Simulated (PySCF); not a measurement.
# C17H23B: core binding energies

Aim: compute the core binding energies of C17H23B (`C1B2[C@H]3C[C@H]4C[C@@H]2[C@H]2[C@@H]5C[C@H]6C[C@@H]([C@H]15)[C@@H]3[C@@]2(C6)C4`).

Programs: PySCF 2.14.0, with routines of our own; each step states its level. All values are computed. Atoms count from 0.

## Step 1: The starting structure

41 atoms, charge 0, multiplicity 1; geometry from: GFN2-xTB.

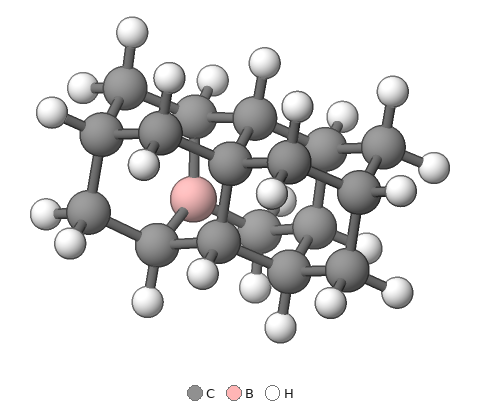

The starting geometry (carbon grey, boron pink, hydrogen white).

## Step 2: Core binding energies: delta-SCF UKS SCAN, pcX-2 on the ionised atom, pcseg-1

Job settings and geometry (Å):

```
{"job": {"kind": "xps", "atoms": [4, 11]}, "charge": 0, "multiplicity": 1}
C     -2.433770    -0.916617     1.245192
C     -2.338534     0.606160     1.341527
C     -2.590456     1.267211    -0.013694
C     -1.553351     0.799345    -1.036799
B     -1.405047    -0.758213    -1.141189
C     -0.468057    -1.331491    -2.253282
C      0.887812    -0.885206    -1.647524
C      1.104285    -1.510955    -0.265981
C      2.491560    -1.122465     0.247921
C      2.574738     0.398157     0.370278
C      2.336774     1.037862    -0.996591
C      0.950427     0.638791    -1.504853
C     -0.122012     1.134743    -0.527491
C      0.114241     0.497212     0.847496
C     -0.946196     0.990075     1.833956
C      1.509895     0.885778     1.349189
C      0.033009    -1.029169     0.719770
C     -1.391726    -1.455715     0.263067
H     -3.431784    -1.205933     0.906990
H     -2.282705    -1.350454     2.238289
H     -3.085981     0.966094     2.058618
H     -2.548568     2.354478     0.102407
H     -3.590868     1.011796    -0.371616
H     -1.708328     1.337937    -1.976965
H     -0.459303    -2.415823    -2.369442
H     -0.568910    -0.892750    -3.246620
H      1.696022    -1.211601    -2.314499
H      1.042396    -2.601838    -0.354293
H      2.673940    -1.585999     1.220501
H      3.258861    -1.484708    -0.441177
H      3.567008     0.681361     0.738424
H      3.101926     0.706001    -1.703104
H      2.407808     2.125433    -0.917629
H      0.777759     1.096911    -2.485614
H     -0.032863     2.224938    -0.429451
H     -0.762860     0.550805     2.818292
H     -0.872350     2.075949     1.938082
H      1.571609     1.972055     1.457423
H      1.680609     0.446270     2.335716
H      0.232491    -1.475345     1.703231
H     -1.429572    -2.549587     0.264360
```

Method: delta-SCF UKS SCAN, pcX-2 on the ionised atom, pcseg-1 elsewhere, spin-free X2C (atomic blocks).

Launch:

```console
> OMP_NUM_THREADS=1 python large_run.py task.json out
```

This one command runs all jobs of the session in turn.

The log of the run:

```text
ground state, core basis on atom 4 (B), 398 functions
  cycle   1  E = -686.14159349  |g| = 8.58e-01
  cycle   2  E = -685.84027514  |g| = 1.39e+00
  cycle   3  E = -686.33773893  |g| = 2.49e-01
  cycle   4  E = -686.35072630  |g| = 6.86e-02
  cycle   5  E = -686.35181785  |g| = 1.82e-02
  cycle   6  E = -686.35188531  |g| = 7.58e-03
  cycle   7  E = -686.35190013  |g| = 1.71e-03
  cycle   8  E = -686.35189940  |g| = 8.15e-04
  cycle   9  E = -686.35189962  |g| = 1.25e-04
  E(ground) = -686.39941526 Eh
hole in B 1s of atom 4
  cycle   1  E = -678.77372790  |g| = 1.19e+00
  cycle   2  E = -676.51082843  |g| = 2.27e+00
  cycle   3  E = -679.04088207  |g| = 5.40e-01
  cycle   4  E = -679.16994685  |g| = 2.86e-01
  cycle   5  E = -679.20824734  |g| = 1.04e-01
  cycle   6  E = -679.21323947  |g| = 3.33e-02
  cycle   7  E = -679.21377405  |g| = 1.52e-02
  cycle   8  E = -679.21396429  |g| = 9.74e-03
  cycle   9  E = -679.21405879  |g| = 5.83e-03
  cycle  10  E = -679.21409951  |g| = 2.46e-03
  cycle  11  E = -679.21410528  |g| = 1.24e-03
  E(ion) = -679.26164521 Eh   <S^2> = 0.8722   hole on atom = 1.000   binding energy = 194.229 eV
ground state, core basis on atom 11 (C), 398 functions
  cycle   1  E = -686.35873134  |g| = 5.81e-02
  cycle   2  E = -686.35869577  |g| = 2.01e-02
  cycle   3  E = -686.35869168  |g| = 2.06e-02
  cycle   4  E = -686.35879825  |g| = 2.16e-03
  cycle   5  E = -686.35880101  |g| = 6.36e-04
  cycle   6  E = -686.35879888  |g| = 1.14e-04
  E(ground) = -686.40522668 Eh
hole in C 1s of atom 11
  cycle   1  E = -675.12021304  |g| = 1.53e+00
  cycle   2  E = -673.82531159  |g| = 2.23e+00
  cycle   3  E = -675.63264433  |g| = 4.12e-01
  cycle   4  E = -675.68513828  |g| = 2.24e-01
  cycle   5  E = -675.70715063  |g| = 7.48e-02
  cycle   6  E = -675.70936650  |g| = 1.94e-02
  cycle   7  E = -675.70952913  |g| = 8.96e-03
  cycle   8  E = -675.70956959  |g| = 3.49e-03
  cycle   9  E = -675.70957637  |g| = 1.62e-03
  E(ion) = -675.75463694 Eh   <S^2> = 0.7690   hole on atom = 1.000   binding energy = 289.817 eV
```

Wall time 5.2 min (1 thread of Arm Neoverse V1, shared host); peak memory 0.75 GiB.

The holes in one table. −ε is the ground-state orbital energy:

```csv
hole,stands for,environment,ΔSCF (eV),−ε (eV),⟨S²⟩
B1s on B4,B4,"boron bonded to 3 C, in a 6-membered ring",194.23 (doubtful),179.3,0.872
C1s on C11,"C7, C11",sp3 CH in a ring,289.82,273.5,0.769
```

Each hole run stands for the others of its class of like atoms.

Doubtful: the ion did not converge, its hole moved, or its ⟨S²⟩ is well above 0.75.

## Step 3: Results

```
                                                     quantity          value
C1s binding energies, SCAN/pcX-2 (standing for 2 of 17 atoms)  C11 289.82 eV
```

**Reading.** The values above hold for this geometry and these levels alone.
